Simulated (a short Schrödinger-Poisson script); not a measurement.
Structure: gated Al0.33Ga0.67N/GaN polarisation-induced gas, at 300 K.

```tsv
layer	material	thickness (nm)	Na (cm⁻³)
1	Al0.33Ga0.67N	25	-
2	GaN	6000	2e15
```

Constants are typed, rounded textbook-type inputs, not results; the design itself was drawn at random and stands for no fabricated device. Al0.33Ga0.67N: permittivity 9.3, conduction-band edge (eV) 0.462, gap (eV) 4.09, electron mass (mₑ) 0.24, Nv at 300 K (cm⁻³) 4.6e19. GaN: permittivity 9.5, conduction-band edge (eV) 0, gap (eV) 3.43, Nv at 300 K (cm⁻³) 4.6e19.

Channel valleys (confinement mass, in-plane density-of-states mass, number): Γ 0.2, 0.2, 1. At the gate the conduction-band edge of layer 1 lies 1.47 eV − eVg above the Fermi level of the channel; the field vanishes at the back. Sheet of polarisation charge: +1.6e13 e/cm² at 25 nm from the gate. The barrier under the gate holds no holes. Gaps are held at their typed values at every temperature. Mesh 0.08 nm at interfaces.

From a short Schrödinger-Poisson script (our own, NumPy): 1D Poisson equation in equilibrium, electrons quantum, Hartree plus LDA exchange-correlation (BenDaniel-Duke, 40 states a valley, the channel's in-plane mass for all, wave functions free to enter the barrier), parabolic valleys, classical holes, full ionisation, no traps, pinning or gate leakage.

Only gate voltages with over 1e8 electrons/cm² are shown.

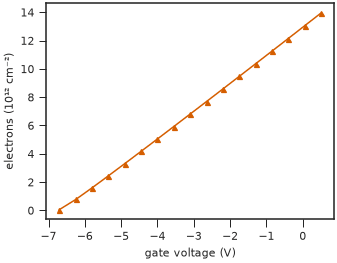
Figure. Sheet density against gate voltage

| Vg (V) | electrons (cm⁻²) | in the channel layer | C (μF/cm²) | Γ E0 (meV) | Γ E1 (meV) |
|---|---|---|---|---|---|
| 0.5 | 1.39e13 | 1.26e13 | 0.321 | -148.4 | 6.4 |
| 0.05 | 1.30e13 | 1.19e13 | 0.320 | -139.3 | 9.9 |
| -0.4 | 1.21e13 | 1.12e13 | 0.319 | -130.0 | 13.3 |
| -0.85 | 1.12e13 | 1.05e13 | 0.318 | -120.6 | 16.7 |
| -1.3 | 1.04e13 | 9.69e12 | 0.317 | -111.1 | 20.1 |
| -1.75 | 9.46e12 | 8.92e12 | 0.317 | -101.5 | 23.5 |
| -2.2 | 8.58e12 | 8.14e12 | 0.316 | -91.8 | 26.9 |
| -2.65 | 7.69e12 | 7.34e12 | 0.315 | -81.9 | 30.4 |
| -3.1 | 6.81e12 | 6.54e12 | 0.314 | -71.7 | 34.0 |
| -3.55 | 5.92e12 | 5.72e12 | 0.313 | -61.3 | 37.7 |
| -4 | 5.05e12 | 4.90e12 | 0.312 | -50.5 | 41.5 |
| -4.45 | 4.17e12 | 4.07e12 | 0.310 | -39.2 | 45.6 |
| -4.9 | 3.30e12 | 3.24e12 | 0.308 | -26.8 | 50.1 |
| -5.35 | 2.44e12 | 2.41e12 | 0.305 | -12.9 | 55.6 |
| -5.8 | 1.59e12 | 1.58e12 | 0.299 | 4.2 | 63.0 |
| -6.25 | 7.68e11 | 7.64e11 | 0.286 | 29.5 | 76.5 |
| -6.7 | 5.37e10 | 5.35e10 | 0.161 | 106.0 | 137.3 |

Subbands count from the Fermi level.
